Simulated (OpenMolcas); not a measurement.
# Run report: Ni³⁺, multiconfigurational calculation (part 2 of 2)

The same run, continued: Ni³⁺. Method: state-averaged CASSCF, active space 7 electrons in the shell 3d, basis ANO-L-VDZP, non-relativistic scalar Hamiltonian, spin-orbit coupling by RASSI with atomic mean-field integrals (OpenMolcas).

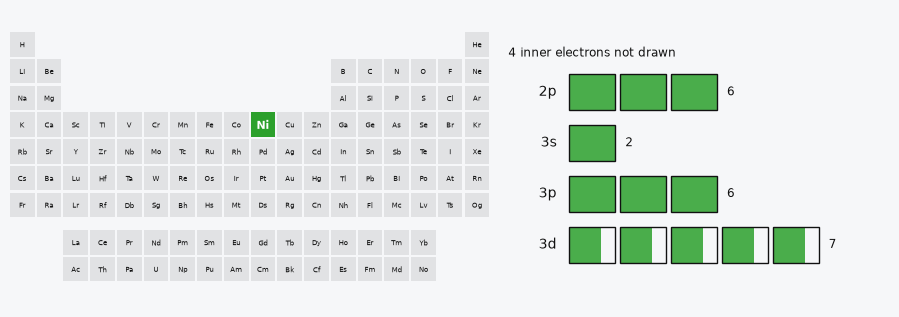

Left, the place of nickel in the periodic table; right, the outer shells of the leading configuration of the lowest level: a box for each of the 2l + 1 orbitals, shaded by the share of the shell that is filled, with the electron count at the right.

**The program's output (extracts), continued**
```
--- RASSI ---
SPIN-FREE ENERGIES:
  (Shifted by EMIN (a.u.) =      -1504.7911831842)

 SF State       Relative EMIN(au)   Rel lowest level(eV)    D:o, cm**(-1)      L_eff

     1             0.0000000000        0.0000000000              0.0000         3.0
     2             0.0000000000        0.0000000000              0.0000         3.0
     3             0.0000000000        0.0000000000              0.0000         3.0
     4             0.0000000000        0.0000000000              0.0000         3.0
     5             0.0000000000        0.0000000000              0.0000         3.0
     6             0.0000000000        0.0000000000              0.0000         3.0
     7             0.0000000000        0.0000000000              0.0000         3.0
     8             0.0977596304        2.6601750617          21455.7588         1.0
     9             0.0977596304        2.6601750617          21455.7588         1.0
    10             0.0977596304        2.6601750617          21455.7588         1.0
    11             0.0986090932        2.6832901223          21642.1944         4.0
    12             0.0986090932        2.6832901223          21642.1944         4.0
    13             0.0986090932        2.6832901223          21642.1944         4.0
    14             0.0986090932        2.6832901223          21642.1944         4.0
    15             0.0986090932        2.6832901223          21642.1944         4.0
    16             0.0986090932        2.6832901223          21642.1944         4.0
    17             0.0986090932        2.6832901223          21642.1944         4.0
    18             0.0986090932        2.6832901223          21642.1944         4.0
    19             0.0986090932        2.6832901223          21642.1944         4.0
    20             0.1310492265        3.5660311198          28761.9807         4.1
    21             0.1310492265        3.5660311198          28761.9807         4.9
    22             0.1310492265        3.5660311198          28761.9807         4.6
    23             0.1310492265        3.5660311198          28761.9807         4.5
    24             0.1310492265        3.5660311198          28761.9807         4.3
    25             0.1310492265        3.5660311198          28761.9807         4.6
    26             0.1310492265        3.5660311198          28761.9807         4.6
    27             0.1310492265        3.5660311198          28761.9807         4.8
    28             0.1310492265        3.5660311198          28761.9807         4.4
    29             0.1310492265        3.5660311198          28761.9807         3.8
    30             0.1310492265        3.5660311198          28761.9807         4.0
    31             0.1310492265        3.5660311198          28761.9807         4.4
    32             0.1310492265        3.5660311198          28761.9807         4.6
    33             0.1310492265        3.5660311198          28761.9807         4.2
    34             0.1424253964        3.8755924714          31258.7614         2.0
    35             0.1424253964        3.8755924714          31258.7614         2.0
    36             0.1424253964        3.8755924714          31258.7614         2.0
    37             0.1424253964        3.8755924714          31258.7614         2.0
    38             0.1424253964        3.8755924714          31258.7614         2.0
    39             0.2283696264        6.2142541121          50121.3396         3.0
    40             0.2283696264        6.2142541121          50121.3396         3.0
Eigenvalues of complex Hamiltonian:
   -----------------------------------
  (Shifted by EMIN (a.u.) =      -1504.7911831842)

 SO State       Relative EMIN(au)   Rel lowest level(eV)    D:o, cm**(-1)     J-value

     1            -0.0057005690        0.0000000000              0.0000         3.8
     2            -0.0057005690        0.0000000000              0.0000         3.5
     3            -0.0057005690        0.0000000000              0.0000         4.1
     4            -0.0057005690        0.0000000000              0.0000         3.1
     5            -0.0057005690        0.0000000000              0.0000         3.1
     6            -0.0057005690        0.0000000000              0.0000         4.1
     7            -0.0057005690        0.0000000000              0.0000         3.4
     8            -0.0057005690        0.0000000000              0.0000         4.0
     9            -0.0057005690        0.0000000000              0.0000         3.3
    10            -0.0057005690        0.0000000000              0.0000         3.2
    11            -0.0000981779        0.1524488306           1229.5827         2.8
    12            -0.0000981779        0.1524488306           1229.5827         2.9
    13            -0.0000981779        0.1524488306           1229.5827         2.7
    14            -0.0000981779        0.1524488306           1229.5827         2.6
    15            -0.0000981779        0.1524488306           1229.5827         2.8
    16            -0.0000981779        0.1524488306           1229.5827         2.8
    17            -0.0000981779        0.1524488306           1229.5827         2.9
    18            -0.0000981779        0.1524488306           1229.5827         2.7
    19             0.0039865027        0.2635986521           2126.0665         2.3
    20             0.0039865027        0.2635986521           2126.0665         1.7
    21             0.0039865027        0.2635986521           2126.0665         2.0
    22             0.0039865027        0.2635986521           2126.0665         1.8
    23             0.0039865027        0.2635986521           2126.0665         2.0
    24             0.0039865027        0.2635986521           2126.0665         1.8
    25             0.0067745008        0.3394639427           2737.9613         1.4
    26             0.0067745008        0.3394639427           2737.9613         1.3
    27             0.0067745008        0.3394639427           2737.9613         0.9
    28             0.0067745008        0.3394639427           2737.9613         1.0
    29             0.0957180902        2.7597423102          22258.8229         2.4
    30             0.0957180902        2.7597423102          22258.8229         2.3
    31             0.0957180902        2.7597423102          22258.8229         2.1
    32             0.0957180902        2.7597423102          22258.8229         1.3
    33             0.0957180902        2.7597423102          22258.8229         2.2
    34             0.0957180902        2.7597423102          22258.8229         1.2
    35             0.0958816460        2.7641928881          22294.7192         2.9
    36             0.0958816460        2.7641928881          22294.7192         2.9
    37             0.0958816460        2.7641928881          22294.7192         3.5
    38             0.0958816460        2.7641928881          22294.7192         3.5
    39             0.0958816460        2.7641928881          22294.7192         4.0
    40             0.0958816460        2.7641928881          22294.7192         4.0
    41             0.0958816460        2.7641928881          22294.7192         4.2
Weights of the five most important spin-orbit-free states for each spin-orbit state.

 SO State  Total energy (au)           Spin-free states, spin, and weights
 -------------------------------------------------------------------------------------------------------
    1        -0.005701       7 1.5  0.3588    4 1.5  0.2389    3 1.5  0.1337    2 1.5  0.0872    5 1.5  0.0741
    2        -0.005701       3 1.5  0.2167    6 1.5  0.1991    2 1.5  0.1887    1 1.5  0.1720    5 1.5  0.1048
    3        -0.005701       7 1.5  0.2523    4 1.5  0.2356    6 1.5  0.2005    2 1.5  0.1085    5 1.5  0.0888
    4        -0.005701       2 1.5  0.2378    6 1.5  0.2284    1 1.5  0.2175    5 1.5  0.1693    3 1.5  0.1137
    5        -0.005701       2 1.5  0.2446    6 1.5  0.2205    1 1.5  0.2133    5 1.5  0.1339    3 1.5  0.1326
    6        -0.005701       7 1.5  0.3120    4 1.5  0.2984    6 1.5  0.1883    2 1.5  0.0879    5 1.5  0.0696
    7        -0.005701       5 1.5  0.3272    3 1.5  0.1982    1 1.5  0.1717    4 1.5  0.1366    2 1.5  0.0721
    8        -0.005701       7 1.5  0.3990    3 1.5  0.2225    5 1.5  0.1630    4 1.5  0.1011    2 1.5  0.0878
    9        -0.005701       3 1.5  0.1945    1 1.5  0.1781    4 1.5  0.1774    5 1.5  0.1655    2 1.5  0.1429
   10        -0.005701       1 1.5  0.3424    2 1.5  0.1666    3 1.5  0.1401    6 1.5  0.1340    5 1.5  0.1280
   11        -0.000098       2 1.5  0.2028    3 1.5  0.1877    7 1.5  0.1604    5 1.5  0.1541    6 1.5  0.1381
   12        -0.000098       3 1.5  0.2412    7 1.5  0.1968    4 1.5  0.1574    2 1.5  0.1338    1 1.5  0.1301
```

**Spin-orbit levels, grouped by J and assigned**

| Configuration | Level | E (eV) | LS purity (%) | Landé g |
| --- | --- | --- | --- | --- |
| 3d⁷ | ⁴F₉/₂ | 0 | 100 | 1.333 |
| 3d⁷ | ⁴F₇/₂ | 0.1524 | 100 | 1.238 |
| 3d⁷ | ⁴F₅/₂ | 0.2636 | 100 | 1.029 |
| 3d⁷ | ⁴F₃/₂ | 0.3395 | 100 | 0.400 |
| 3d⁷ | ⁴P₅/₂ | 2.760 | 100 | 1.600 |
| 3d⁷ | ²G₉/₂ | 2.764 | 97 | 1.107 |
| 3d⁷ | ⁴P₃/₂ | 2.805 | 95 | 1.716 |
| 3d⁷ | ⁴P₁/₂ | 2.880 | 98 | 2.635 |
| 3d⁷ | ²G₇/₂ | 2.911 | 100 | 0.889 |
| 3d⁷ | ²P₃/₂ | 3.647 | 81 | 1.271 |
| 3d⁷ | ²H₁₁/₂ | 3.673 | 100 | 1.091 |
| 3d⁷ | ²P₁/₂ | 3.802 | 98 | 0.701 |
| 3d⁷ | ²H₉/₂ | 3.804 | 98 | 0.914 |
| 3d⁷ | ²D₅/₂ | 3.979 | 99 | 1.202 |
| 3d⁷ | ²D₃/₂ | 4.212 | 85 | 0.880 |
| 3d⁷ | ²F₅/₂ | 6.332 | 100 | 0.857 |
| 3d⁷ | ²F₇/₂ | 6.397 | 100 | 1.143 |
| 3d⁷ | ²D₃/₂ | 9.877 | 100 | 0.800 |
| 3d⁷ | ²D₅/₂ | 9.951 | 100 | 1.200 |

**Summary**

- outcome: converged
- lowest level: 3d⁷ ⁴F₉/₂
- first excited level: 3d⁷ ⁴F₇/₂, 1,230 cm⁻¹ (measured: 1,190)
- energy of the lowest spin-free term: −1504.79118 hartree
- energy of the lowest spin-orbit level: −1504.79688 hartree
- largest spread among components of a term: 0.0 cm⁻¹
- hardware: 1 thread of Arm Neoverse V2, 24 GiB of memory available, shared host
- wall time: 9.7 s

**Remarks**

Against measured levels the run misses widely: 3d7 4P J = 3/2 comes out at 22,628 cm⁻¹ where 18,367 cm⁻¹ is measured. Without dynamic correlation the splittings between terms come out too large, often by 20 to 50 %. Caveats: small basis contracted for the neutral atom, rough for a high charge; only configurations of the active space are included.
